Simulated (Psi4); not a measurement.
# One shape, several levels: AlSiNH6O (SMILES O[SiH2][NH][AlH2])

Aim: a comparison of 5 runs (BLYP/6-31G*, M06-L/6-31G*, PBE/6-31G*, TPSS/6-31G*, revPBE/6-31G*) of AlSiNH6O. 

The calculation is run with Psi4 1.11.

1 further run of the same task is left out (set aside as unsound or not needed).

## 1. The structure to begin with

The species is AlSiNH6O (10 atoms), meant as a singlet with charge 0. As SMILES, `O[SiH2][NH][AlH2]`. The N3–H8 distance was set to 1.317 Å, away from the relaxed value.

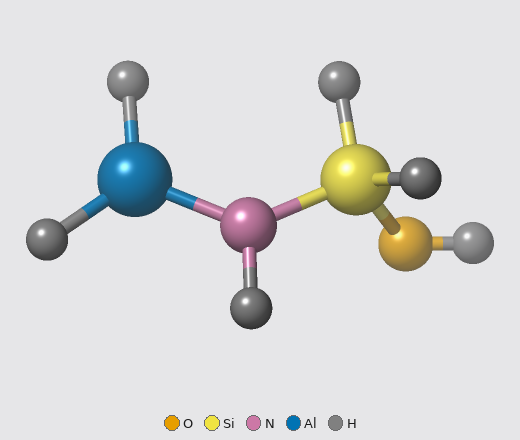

Viewed from a chosen angle; oxygen amber, silicon yellow, nitrogen pink, aluminium blue, hydrogen grey.

## 2. Energy and forces at BLYP/6-31G(d) (spherical functions) (run 1)

The input, alh6nosi.inp:

```
memory 2200 mb

molecule {
  0 1
  O
  Si 1 R2
  N 2 R3 1 A3
  Al 3 R4 2 A4 1 D4
  H 1 R5 2 A5 3 D5
  H 2 R6 1 A6 5 D6
  H 2 R7 6 A7 3 D7
  H 3 R8 2 A8 6 D8
  H 4 R9 3 A9 8 D9
  H 4 R10 9 A10 3 D10

  R2 = 1.649713
  R3 = 1.710599
  A3 = 109.55935
  R4 = 1.784819
  A4 = 128.78127
  D4 = -108.97112
  R5 = 0.958065
  A5 = 117.09347
  D5 = -154.70439
  R6 = 1.485803
  A6 = 111.28787
  D6 = 87.74533
  R7 = 1.491382
  A7 = 109.68107
  D7 = -121.50782
  R8 = 1.3166
  A8 = 114.66012
  D8 = -172.29271
  R9 = 1.579797
  A9 = 118.34447
  D9 = -178.30511
  R10 = 1.58314
  A10 = 124.3184
  D10 = 179.37586
  units angstrom
  symmetry c1
  no_reorient
  no_com
}

set {
  basis                6-31G*
  reference            rks
  puream               true
  e_convergence        1e-09
  d_convergence        1e-08
  scf_type             pk
  dft_radial_points    99
  dft_spherical_points 590
}

gradient("blyp")
```

Launch:

```sh
psi4 -i alh6nosi.inp -o alh6nosi.out -n 1
```

alh6nosi.out:

```text
[...]
  Running in c1 symmetry.
[...]
  Nuclear repulsion =  206.269179366413624
[...]
  Multiplicity = 1
[...]
  Nalpha       = 24
  Nbeta        = 24
[...]
    Number of basis functions: 76
[...]
   @RKS iter   1:  -664.78253913400317   -7.03086e-03   1.59319e-02 ADIIS/DIIS
[...]
   @RKS iter  13:  -665.45547329203043   -1.36424e-12   1.49537e-09 DIIS
[...]
  @RKS Final Energy:  -665.45547329203043
   => Energetics <=
    Nuclear Repulsion Energy =            206.2691793664136242
    One-Electron Energy =               -1331.1694886319805846
    Two-Electron Energy =                 516.7356728986967482
    DFT Exchange-Correlation Energy =     -57.2908369251602707
    Empirical Dispersion Energy =           0.0000000000000000
    VV10 Nonlocal Energy =                  0.0000000000000000
    Total Energy =                       -665.4554732920304332
[...]
 Multipole Moments:
 ------------------------------------------------------------------------------------
     Multipole            Electronic (a.u.)      Nuclear  (a.u.)        Total (a.u.)
 ------------------------------------------------------------------------------------
 L = 1.  Multiply by 2.5417464519 to convert [e a0] to [Debye]
 Dipole X            :         -0.4857655            1.0582304            0.5724649
 Dipole Y            :         -1.5259824            1.8034727            0.2774902
 Dipole Z            :         -0.2661123            0.0933143           -0.1727979
 Magnitude           :                                                    0.6592238
[...]
  -Total Gradient:
     Atom            X                  Y                   Z
    ------   -----------------  -----------------  -----------------
       1        0.007028762918     0.014214678956     0.012423270068
       2       -0.006116640082    -0.012806895947    -0.005491503483
       3       -0.080869934305     0.054193229242     0.014425361311
       4        0.004785168371     0.009059064899    -0.004454314775
       5       -0.006828341625    -0.014281263703     0.008222536548
       6        0.003253415767     0.000038023320    -0.003357089549
       7       -0.003154357962    -0.002680744881    -0.002629118014
       8        0.079586389964    -0.049031328675    -0.017670798171
       9        0.002499532127    -0.001850058429    -0.000441201107
      10       -0.000165710943     0.003145193834    -0.001020441952
[...]
```

It took 14 s on 1 thread of Intel Xeon 6975P-C (Granite Rapids), shared host; peak memory 1.3 GiB.

## 3. The energy at M06-L/6-31G(d) (spherical functions) (run 2)

The input, alh6nosi_ase.py:

```python
import numpy as np
from ase.calculators.psi4 import Psi4
from ase import Atoms

a = Atoms(['O', 'Si', 'N', 'Al', 'H', 'H', 'H', 'H', 'H', 'H'], positions=[
    [-1.957252, -0.470114, -0.905696],
    [-0.716452, 0.597586, -0.700796],
    [0.553448, -0.158614, 0.160404],
    [1.093448, 0.128886, 1.837104],
    [-2.539652, -0.324214, -1.652296],
    [-1.140052, 1.767486, 0.111304],
    [-0.282652, 1.054986, -2.052396],
    [1.159400, -1.127800, -0.493000],
    [0.368548, 1.254286, 2.676004],
    [2.285548, -0.760514, 2.379504],
])
calc = Psi4(atoms=a, method='m06-l', basis='6-31G*', memory='2200MB', num_threads=1, charge=0, multiplicity=1, label='calc')
calc.psi4.set_options({'puream': True, 'e_convergence': 1e-09, 'd_convergence': 1e-08, 'scf_type': 'pk', 'dft_radial_points': 99, 'dft_spherical_points': 590})
a.calc = calc

print(f'energy: {a.get_potential_energy():.6f} eV')
```

Launch:

```sh
python alh6nosi_ase.py
```

calc.dat:

```text
[...]
  Running in c1 symmetry.
[...]
  Nuclear repulsion =  206.269179617026509
[...]
  Multiplicity = 1
[...]
  Nalpha       = 24
  Nbeta        = 24
[...]
    Number of basis functions: 76
[...]
   @RKS iter   1:  -664.95715726611388   -2.68839e-01   1.42973e-02 DIIS/ADIIS
[...]
   @RKS iter  12:  -665.48515335927539   -7.61702e-12   6.03279e-09 DIIS
[...]
    Orbital Energies [Eh]
    ---------------------
    Doubly Occupied:
       1A    -65.841348     2A    -55.746523     3A    -18.968405
       4A    -14.174043     5A     -5.255883     6A     -4.090389
       7A     -3.566174     8A     -3.565165     9A     -3.564037
      10A     -2.601926    11A     -2.594502    12A     -2.592923
      13A     -0.972762    14A     -0.765123    15A     -0.509483
      16A     -0.432617    17A     -0.400144    18A     -0.369124
      19A     -0.329782    20A     -0.312683    21A     -0.291643
      22A     -0.274509    23A     -0.263552    24A     -0.240622
[...]
  @RKS Final Energy:  -665.48515335927539
   => Energetics <=
    Nuclear Repulsion Energy =            206.2691796170265093
    One-Electron Energy =               -1331.5407860203501968
    Two-Electron Energy =                 517.1619164375553055
    DFT Exchange-Correlation Energy =     -57.3754633935070331
    Empirical Dispersion Energy =           0.0000000000000000
    VV10 Nonlocal Energy =                  0.0000000000000000
    Total Energy =                       -665.4851533592753867
[...]
 Multipole Moments:
 ------------------------------------------------------------------------------------
     Multipole            Electronic (a.u.)      Nuclear  (a.u.)        Total (a.u.)
 ------------------------------------------------------------------------------------
 L = 1.  Multiply by 2.5417464519 to convert [e a0] to [Debye]
 Dipole X            :          0.4602521           -0.4411407            0.0191114
 Dipole Y            :         -1.0991878            0.9994667           -0.0997211
 Dipole Z            :          1.1848988           -1.7853665           -0.6004677
 Magnitude           :                                                    0.6089918
[...]
```

On the terminal:

```text
energy: -18108.773402 eV
```

Run time: 23 s. Hardware: 1 thread of Intel Xeon 6975P-C (Granite Rapids), shared host; peak memory 1.6 GiB.

Runs 3 to 4 aren't shown in full; the table further down has their settings and results.

## 4. Energy and forces at revPBE/6-31G(d) (spherical functions) (run 5)

The input, input.dat:

```
memory 2.2 GB

molecule molecule1 {
  0 1
  O
  Si 1 1.649713
  N 2 1.710599 1 109.55935
  Al 3 1.784819 2 128.78127 1 -108.97112
  H 1 0.958065 2 117.09347 3 -154.70439
  H 2 1.485803 1 111.28787 5 87.74533
  H 2 1.491382 6 109.68107 3 -121.50782
  H 3 1.3166 2 114.66012 6 -172.29271
  H 4 1.579797 3 118.34447 8 -178.30511
  H 4 1.58314 9 124.3184 3 179.37586
  units angstrom
  symmetry c1
}

set basis 6-31G*
set puream true
set e_convergence 1e-09
set d_convergence 1e-08
set scf_type pk
set dft_radial_points 99
set dft_spherical_points 590

result, w = gradient('revpbe', return_wfn=True)
oeprop(w, 'MULLIKEN_CHARGES', 'WIBERG_LOWDIN_INDICES', 'QUADRUPOLE')
```

Launch:

```sh
psi4 input.dat output.dat -n 1
```

output.dat:

```text
[...]
  Running in c1 symmetry.
[...]
  Nuclear repulsion =  206.269179366413596
[...]
  Multiplicity = 1
[...]
  Nalpha       = 24
  Nbeta        = 24
[...]
    Number of basis functions: 76
[...]
   @RKS iter   1:  -664.74907884562163   -8.52638e-02   1.48421e-02 ADIIS/DIIS
[...]
   @RKS iter  12:  -665.33735638115445   -4.43379e-11   8.25548e-09 DIIS
[...]
  @RKS Final Energy:  -665.33735638115445
   => Energetics <=
    Nuclear Repulsion Energy =            206.2691793664135957
    One-Electron Energy =               -1331.2321238500994696
    Two-Electron Energy =                 516.7882850680460933
    DFT Exchange-Correlation Energy =     -57.1626969655146056
    Empirical Dispersion Energy =           0.0000000000000000
    VV10 Nonlocal Energy =                  0.0000000000000000
    Total Energy =                       -665.3373563811544500
[...]
  -Total Gradient:
     Atom            X                  Y                   Z
    ------   -----------------  -----------------  -----------------
       1        0.006767127502     0.013578602778     0.015722913472
       2       -0.006264322428    -0.012226480321    -0.005793844322
       3       -0.084771480073     0.055675112372     0.015466525926
       4        0.004924120610     0.008661286791    -0.004386075857
       5       -0.006372789580    -0.013327444379     0.006918368433
       6        0.004887831169    -0.000772526441    -0.004138247658
       7       -0.004594673644    -0.003667177053    -0.003259348991
       8        0.081518461471    -0.050295134958    -0.018083337652
       9        0.004549475413    -0.003004455122    -0.000861792680
      10       -0.000624495748     0.005376923552    -0.001576506393
[...]
 Multipole Moments:
 ------------------------------------------------------------------------------------
     Multipole            Electronic (a.u.)      Nuclear  (a.u.)        Total (a.u.)
 ------------------------------------------------------------------------------------
 L = 1.  Multiply by 2.5417464519 to convert [e a0] to [Debye]
 Dipole X            :         -0.4855648            1.0582304            0.5726656
 Dipole Y            :         -1.5457146            1.8034727            0.2577581
 Dipole Z            :         -0.2670120            0.0933143           -0.1736977
 Magnitude           :                                                    0.6515796
 L = 2.  Multiply by 1.3450342976 to convert [e a0^2] to [Debye ang]
 Quadrupole XX       :       -126.5740561           97.1926686          -29.3813875
 Quadrupole XY       :       -105.4557951          105.8236006            0.3678055
[...]
```

Wall time 16 s (1 thread of Intel Xeon 6975P-C (Granite Rapids), shared host); peak memory 1.3 GiB.

## 5. All runs side by side

| run | level | task | energy (Eh) | dipole moment (D) | HOMO energy (eV) | LUMO energy (eV) | wall time |
| --- | --- | --- | --- | --- | --- | --- | --- |
| 1 | BLYP/6-31G* (spherical functions) | gradient | -665.455473 | 1.68 | -6.21 | -1.37 | 14 s |
| 2 | M06-L/6-31G* (spherical functions) | energy | -665.485153 | 1.55 | -6.55 | -0.97 | 23 s |
| 3 | PBE/6-31G* (spherical functions) | energy | -665.051815 | 1.68 | -6.37 | -1.50 | 13 s |
| 4 | TPSS/6-31G* (spherical functions) | gradient | -665.568301 | 1.67 | -6.51 | -1.34 | 34 s |
| 5 | revPBE/6-31G* (spherical functions) | gradient | -665.337356 | 1.66 | -6.33 | -1.42 | 16 s |

## 6. What came out

```
                       quantity          value
            run 5: total energy  -665.33736 Eh
           run 5: dipole moment         1.66 D
             run 5: HOMO energy       -6.33 eV
             run 5: LUMO energy       -1.42 eV
           run 5: HOMO–LUMO gap        4.91 eV
run 5: largest force on an atom     5.275 eV/Å
```

What this shows: The dipole moment (its size) runs from 1.55 D (M06-L/6-31G*) to 1.68 D (PBE/6-31G*). The HOMO–LUMO gap runs from 4.85 eV (BLYP/6-31G*) to 5.58 eV (M06-L/6-31G*). Totals of different functionals can't be ranked against each other. All runs together took 99 s, the longest 34 s.
